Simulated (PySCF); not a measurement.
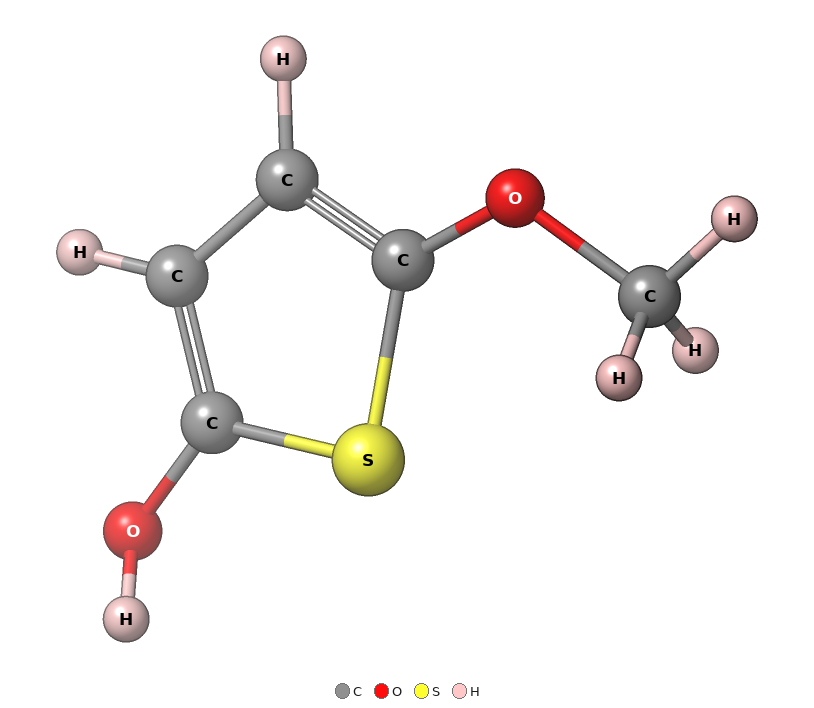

Orthographic view. Distant atoms are faded towards the background colour. Geometry: a frame of a GFN2-xTB molecular-dynamics simulation, not a minimum.

Question: Write the InChI string.

Answer: InChI=1S/C5H6O2S/c1-7-5-3-2-4(6)8-5/h2-3,6H,1H3
